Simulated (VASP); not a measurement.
Energy against volume of CdTe (zinc blende). Method: PBE GGA with D3 dispersion (zero damping), VASP's PBE PAW potentials (set 64) (plane waves; VASP).

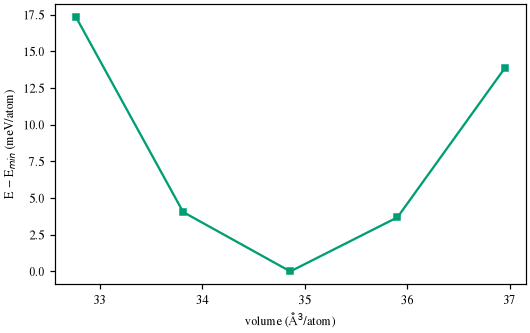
*Energy against volume*

Problem. Estimate the equilibrium volume and the bulk modulus.

Solution. The minimum lies near 34.9 Å³/atom, and the curvature gives B0 of about 39 GPa.

Measured: bulk modulus 43.7 GPa (computed value off by -9.8 %), as given by Elmahjoubi et al., (2023), arXiv:2303.01780; a 6.480 Å (computed value off by +0.8 %), as given by M J Lucero et al., Journal of Physics Condensed Matter (2012), arXiv:1111.4515. The calculation is for a static lattice, while the measured bulk modulus, a hold thermal and zero-point effects, which are part of the difference.

The compound is CdTe in the zinc blende structure. It was relaxed first.
